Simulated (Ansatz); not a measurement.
BNSiZn

```
atom   x (Å)    y (Å)    z (Å)
   B  0.3999  -0.1449  -1.1396
   N  0.3702   0.4459   0.0848
  Si  0.0635   1.3127   1.3988
  Zn  2.0205  -1.7345  -1.6071
```

Geometry: PBE0-D3(BJ)/pcseg-1.

Computed with Ansatz 0.2.0, isolated molecule in a Gaussian basis; Kohn-Sham density functional theory, functional PBE0.

> Predict the electron density and electron localisation function between the atoms.

B–N (1.36 Å): the density is about 2.1 e/Å³ at the midpoint; the ELF peaks at about 0.90 between the atoms (a short, strongly polar bond).
Si–N (1.60 Å): ρ at the midpoint is about 1.3 e/Å³; the ELF peaks at about 0.85 between the atoms (a polar covalent bond).
Zn–B (2.32 Å): ρ is about 0.35 e/Å³ halfway; the ELF peaks at about 0.90 in the valence shell of B, 0.8 Å from its nucleus, and is about 0.45 at the midpoint.

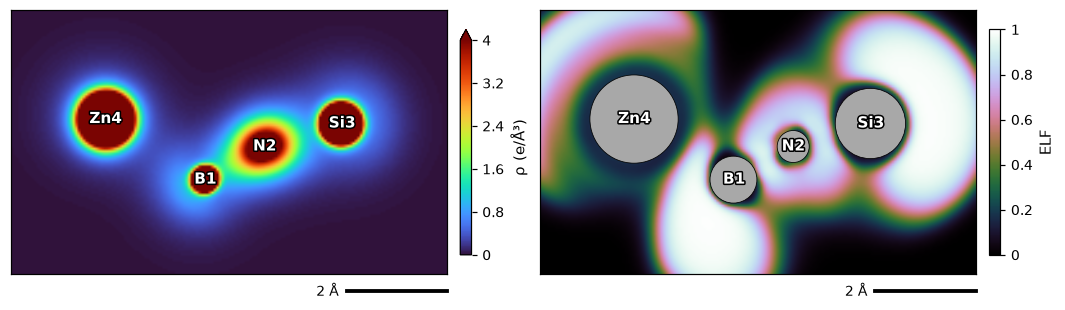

Computed electron density and electron localisation function on the molecular plane, in this order. Grey discs cover the atomic cores in the ELF map. 
